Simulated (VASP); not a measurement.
Band structure of AlP (space group P6_3mc). Calculation: PBEsol GGA, VASP's PBE PAW potentials (set 64) (plane waves; VASP 6.6.1).

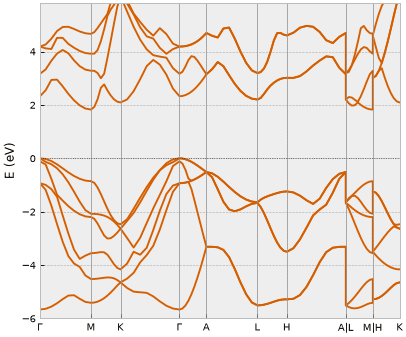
Figure. Bands along high-symmetry lines, zero at the valence-band maximum or, without a gap, the Fermi level

Problem. Read the plot: is there a gap, and where are the band edges?

Solution. The gap is indirect, 1.82 eV, from the valence maximum at Γ to the conduction minimum at M. (Edges off the drawn lines would not show.)

The structure comes from a computed database's AlP entry (P6_3mc); how it stands against other phases isn't given here. The cell was not relaxed at this level.
